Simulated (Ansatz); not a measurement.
# SiGeCl+ (triplet): the correlation ladder, cc-pVDZ

Aim: climb from Hartree-Fock through coupled cluster and multireference methods for SiGeCl+ (triplet) at one geometry and basis, and see what each rung misses.

Computed with Ansatz 0.2.0, Gaussian basis. Level: cc-pVDZ, core rule «outside noble gas», up to 24 orbitals frozen.

Plan: UHF; CCSD(T) on ROHF; CCSD(T) on UHF; BCCD(T) on ROHF; CISD; CCSDT(Q) on ROHF; CCSDT(Q) on UHF; CASSCF and NEVPT2, 12 electrons in 11 orbitals.

31 further runs of the same task are left out: 15 that didn't finish, 16 set aside as unsound or not needed.

## (1) What is computed

The geometry is a PBE0/def2-TZVP stationary point (not a proven minimum) of the parent state, kept for this charge and spin. No spin-orbit coupling is included. The filled d shell of Ge may be among the frozen orbitals whatever the setting's name suggests; the logs give the count.

3 atoms, charge 1, spin multiplicity 3.

Atoms are counted from 1 here; the program's logs count them from 0.

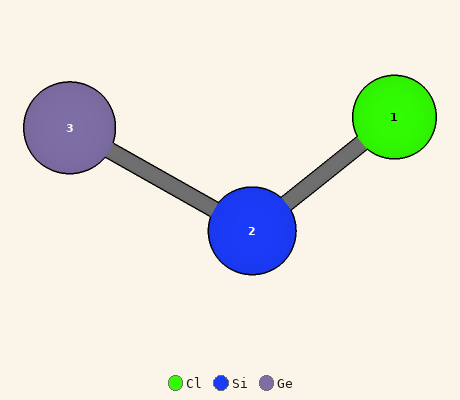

The geometry (chlorine green, silicon blue, germanium purple); atoms are numbered from 1 in the order of the file.

## (2) UHF

The input, in.yaml:

```yaml
crystal:
  periodic: [false, false, false]
  atoms:
    - {symbol: Cl, position_ang: [0.000000, -0.422560, 2.298070]}
    - {symbol: Si, position_ang: [0.000000, 0.938299, 0.726778]}
    - {symbol: Ge, position_ang: [0.000000, -0.156547, -1.402607]}
basis:
  gaussian: {orbitals: cc-pVDZ}
total_charge: 1
magnetization: {spin_polarized: true, initial_magnetization: 2}
hamiltonian: {xc: hf}
output: {orbitals: {seedname: orbitals}}
```

Launch:

```sh
$ ansatz run in.yaml --threads 1 --pin off --events-out ev --progress --plain --max-ram 2393MiB
```

Further steps of the session: CCSD(T) on ROHF; CCSD(T) on UHF; BCCD(T) on ROHF; CISD; CCSDT(Q) on ROHF; CCSDT(Q) on UHF; CASSCF and NEVPT2, 12 electrons in 11 orbitals.

**Question.** What will the summary of the whole plan be? Wanted: UCCSDT(Q) below the RHF energy; RMP2 from UCCSDT(Q); UMP2 from UCCSDT(Q); RCCSD from UCCSDT(Q); RCCSD(T) from UCCSDT(Q); UCCSD(T) from UCCSDT(Q); RCCSDT(Q) from UCCSDT(Q); NEVPT2 valence from UCCSDT(Q); T1 diagnostic.

As calculated:

| quantity | value |
| --- | --- |
| UCCSDT(Q) below the RHF energy | -8.3161 eV |
| RMP2 from UCCSDT(Q) | +1420.7 meV |
| UMP2 from UCCSDT(Q) | +1470.6 meV |
| RCCSD from UCCSDT(Q) | +386.7 meV |
| RCCSD(T) from UCCSDT(Q) | +85.3 meV |
| UCCSD(T) from UCCSDT(Q) | +83.7 meV |
| RCCSDT(Q) from UCCSDT(Q) | +8.1 meV |
| NEVPT2 valence from UCCSDT(Q) | +1172.8 meV |
| levels within 1 kcal/mol (43 meV) | RCCSDT, UCCSDT, RCCSDT(Q) |
| T1 diagnostic | 0.041 |
| effectively unpaired electrons | 2.07 |

In words: RCCSD(T) lands +85.3 meV from the yardstick (1.0 % of the correlation energy). The occupations are near whole numbers, but T1 = 0.041 shows that the orbitals relax strongly. These misses are within one basis, not against nature; the frozen cores of restricted and unrestricted runs differ, which can shift their rows.
